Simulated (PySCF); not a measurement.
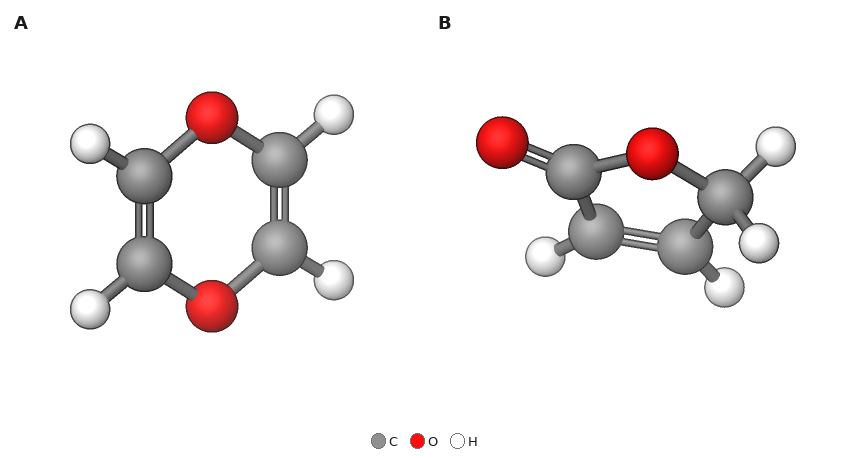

2 stationary structures of one formula. Geometries: PBE0-D3(BJ)/def2-SVP. Electronic energies: PBE0-D3(BJ)/def2-SVP (PySCF 2.14.0), without zero-point energy. No frequency run is at hand to confirm each as a minimum.

Are they conformers, stereoisomers or constitutional isomers?

Answer. They are constitutional isomers of C4H4O2: A `C1=COC=CO1`, B `O=C1C=CCO1`.

Which structure is the most stable?

Answer. B is lowest; A lies 184.7 kJ/mol above it.
